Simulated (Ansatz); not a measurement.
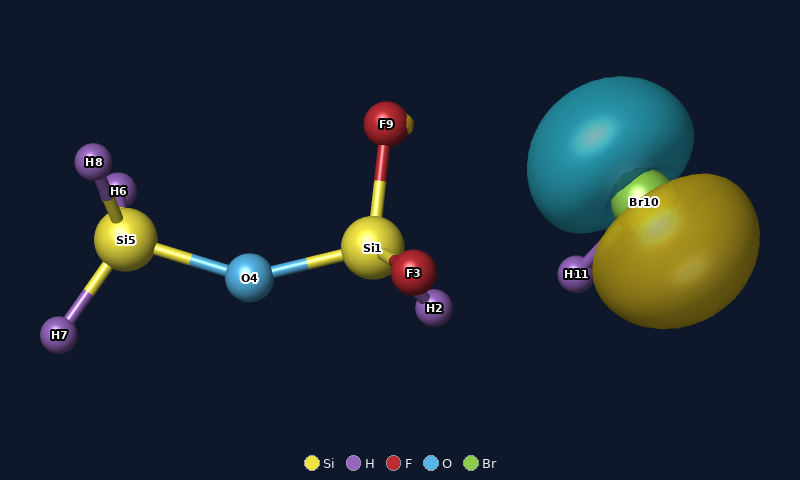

Figure. F₂H₄OSi₂···HBr. The HOMO at ±0.15 Å⁻³ᐟ² (yellow and cyan are the two phases), seen from one side.

Not at a stationary point (largest force 1.7 eV/Å).

All numbers below come from RKS PBE0-D4/def2-SVP (Ansatz).

| atom | x (Å) | y (Å) | z (Å) |
| --- | --- | --- | --- |
| Si | -0.1149 | 0.0047 | 0.0188 |
| H | 0.0866 | 0.0256 | 1.4699 |
| F | 1.2865 | 0.2394 | -0.7223 |
| O | -1.1591 | 1.1637 | -0.4234 |
| Si | -2.6058 | 1.5884 | -1.1502 |
| H | -3.7341 | 0.8948 | -0.4553 |
| H | -2.7479 | 3.0647 | -1.0192 |
| H | -2.5872 | 1.1952 | -2.5879 |
| F | -0.6915 | -1.4233 | -0.4388 |
| Br | 1.9481 | -2.4331 | 1.5066 |
| H | 1.1548 | -1.3443 | 2.1599 |

Where does this orbital lie, and at what energy?

Answer. Its weight (Hirshfeld) is mainly on Br10 (about 95 %); largely a lone pair of Br10. Its energy is −8.52 eV.
